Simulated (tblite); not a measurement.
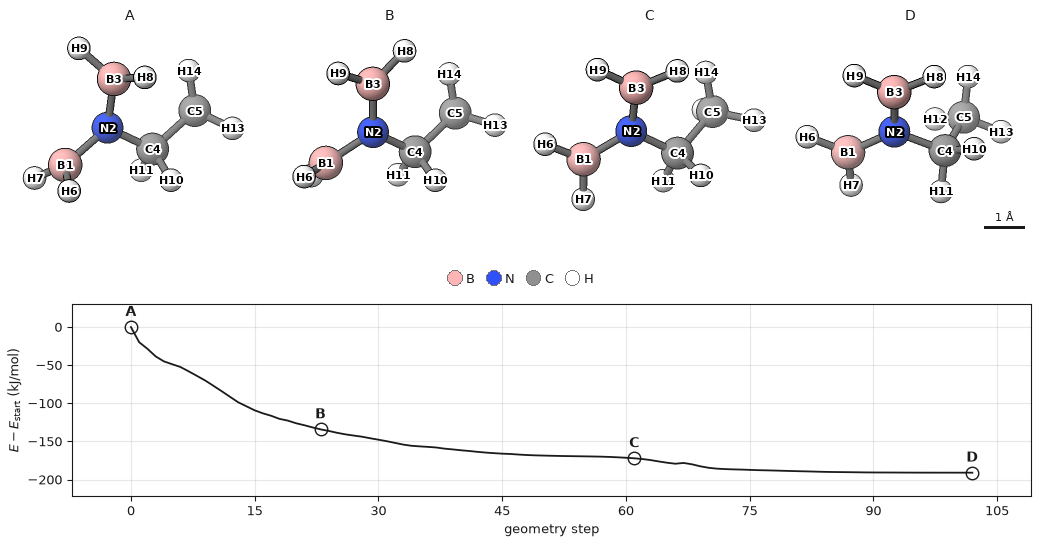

Frames of a relaxation of C₂H₉B₂N, marked on the history of the run. Style: ball-and-stick. Shown at a tilt.

These are results of tblite, GFN2-xTB geometry optimisation, gas phase, not measurements. 

> Describe the path.

H6 moves most after the best rigid fit: 2.14 Å. Largest moves by element: H 2.14 Å, B 0.69 Å, C 0.58 Å, N 0.41 Å. Some distances before and after: B1–N2 1.488 → 1.412 Å, N2–B3 1.471 → 1.411 Å, N2–C4 1.416 → 1.463 Å, C4–H10 1.127 → 1.093 Å. Among the angles between lasting bonds that change: N2–C4–C5 116.2° → 110.8°, B1–N2–B3 118.8° → 123.3°, C4–C5–H14 114.2° → 110.1°. Groups turn about C4–C5 by about 50°. After 102 geometry steps the energy has fallen by 190.9 kJ/mol. The run took 0.44 s on 1 thread of Arm Neoverse V1 (shared host). From step 0 to 23: H9 moves most (1.11 Å), energy −134.1 kJ/mol. From step 23 to 61: H6 moves most (1.05 Å), energy −37.9 kJ/mol. From step 61 to 102: H11 moves most (0.89 Å), energy −18.9 kJ/mol.

```tsv
step	E − E(0), kJ/mol
0	0.00
1	-19.90
2	-28.51
3	-38.49
4	-45.02
5	-48.73
6	-52.36
7	-58.08
8	-64.00
9	-70.06
10	-77.01
15	-109.17
20	-126.06
25	-138.65
29	-145.77
34	-155.63
39	-160.38
44	-165.31
49	-168.19
54	-169.35
58	-170.26
63	-174.40
68	-179.90
73	-186.57
78	-188.11
83	-189.53
87	-190.25
92	-190.70
97	-190.86
102	-190.90
```
